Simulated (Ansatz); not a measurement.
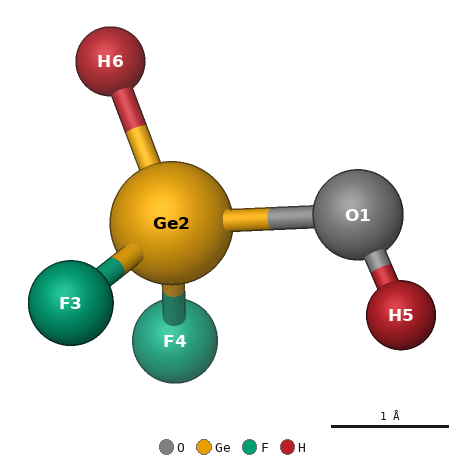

Simulated data, not a measurement (program: Ansatz).

Atoms carry their numbers in the input. Geometry: moved along internal coordinates away from the minimum.

Give these bond angles: Ge2–O1–H5, O1–Ge2–F3, O1–Ge2–F4, O1–Ge2–H6, F3–Ge2–F4, F3–Ge2–H6, F4–Ge2–H6.

```json
{"angle": "Ge2–O1–H5", "degrees": "114.0"}
{"angle": "O1–Ge2–F3", "degrees": "109.3"}
{"angle": "O1–Ge2–F4", "degrees": "109.3"}
{"angle": "O1–Ge2–H6", "degrees": "111.4"}
{"angle": "F3–Ge2–F4", "degrees": "103.5"}
{"angle": "F3–Ge2–H6", "degrees": "111.5"}
{"angle": "F4–Ge2–H6", "degrees": "111.5"}
```
